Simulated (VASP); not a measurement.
Band structure of MgSe (space group F-43m). Computed with LDA (Ceperley-Alder, Perdew-Zunger), VASP's LDA PAW potentials (set 64) (plane waves; VASP).

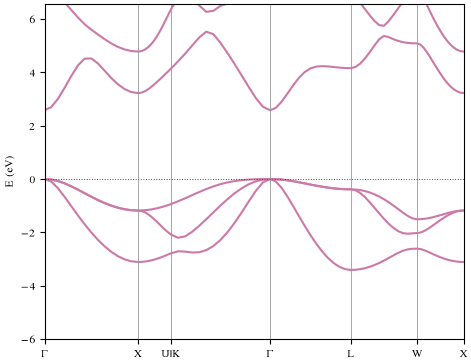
Figure: Bands along high-symmetry lines, zero at the valence-band maximum or, without a gap, the Fermi level

**Question.** Read the plot: is there a gap, and where are the band edges?

**Answer.** The gap is direct, 2.58 eV, from the valence maximum at Γ to the conduction minimum at Γ. (Edges off the drawn lines would not show.)

The structure comes from a computed database's MgSe entry (F-43m); how it stands against other phases isn't given here. It was relaxed first.
